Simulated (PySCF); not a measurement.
C4H12BNSi, SMILES N[SiH2]/C=C/B(C)C at its GFN2-xTB optimised geometry (Å):

```
19

Si    -0.7873    -0.3034     0.0000
N      0.9389    -0.3034     0.0000
C     -1.2773    -1.2370     1.5578
C     -2.4291    -1.0873     2.2248
B     -2.8238    -1.8336     3.5288
C     -2.1080    -3.1718     3.9654
C     -3.9649    -1.2236     4.4356
H     -1.4252     1.0255     0.0000
H     -1.1646    -1.0255    -1.2192
H      1.4252    -0.0169     0.8347
H      1.4195     0.0549    -0.8090
H     -0.5648    -1.9608     1.9382
H     -3.1198    -0.3426     1.8361
H     -1.6867    -3.7386     3.1385
H     -1.2806    -2.9243     4.6324
H     -2.7631    -3.8335     4.5286
H     -3.9834    -0.1351     4.4256
H     -4.9290    -1.5465     4.0390
H     -3.9278    -1.5536     5.4714
```

Level of theory: CAM-B3LYP/def2-SVP run with PySCF.

Map of the Laplacian of the electron density (e/bohr⁵), clipped to [-1.50, 1.50] on the plane z = 0.8 Å:

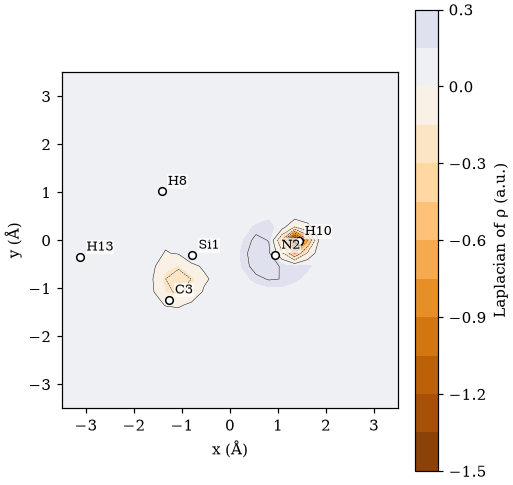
Figure. Laplacian of the electron density (e/bohr⁵), clipped to [-1.50, 1.50] on the plane z = 0.8 Å.
